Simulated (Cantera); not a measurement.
Input: 1 mol C2H4, 0.074 mol CO2, held at 2923 K.

Method: chemical equilibrium by Gibbs-energy minimisation in Cantera with the NASA 1993 tables (ideal gas, pure condensed phases). Candidate condensed phases: C, C6H6, C7H8, C8H18, H2O; 110 gas species. The ideal-gas law is rough above about 30 bar. Kinetics and transport are ignored.

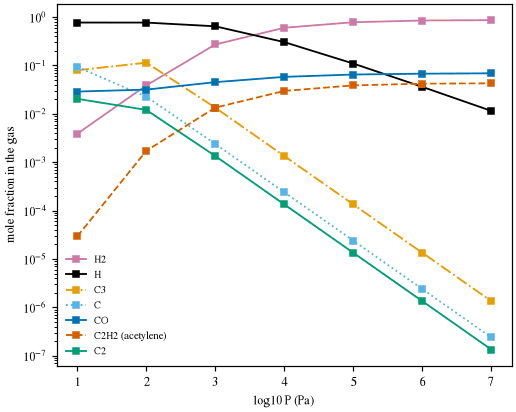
Equilibrium gas composition (values under 1e-9 drawn at 1e-9)

Q: Read off the mole fractions at 10.0 bar.

A: H2 about 0.85, CO about 0.068, C2H2 (acetylene) about 0.042, H about 0.036, C3 about 1.3e-5, C about 2.4e-6, C2 about 1.3e-6.
